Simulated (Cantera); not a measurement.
A closed system holds: 1 mol Pb, 0.068 mol O2, 2.3 mol CO, at 35.0 mbar.

Equilibrium computed with Cantera from the NASA thermochemical tables; the gas is ideal and each condensed phase is pure. Candidate condensed phases: C, Pb, PbO, PbO2, Pb3O4; 15 gas species. Equilibrium is a limit: real reactors are often held back by kinetics, nucleation or transport.

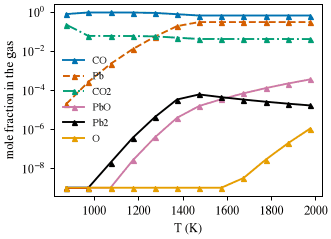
Equilibrium gas composition (values under 1e-9 drawn at 1e-9)

Read off the mole fractions at 1675 K.

CO about 0.66, Pb about 0.30, CO2 about 0.041, PbO about 6.8e-5, Pb2 about 3.3e-5.
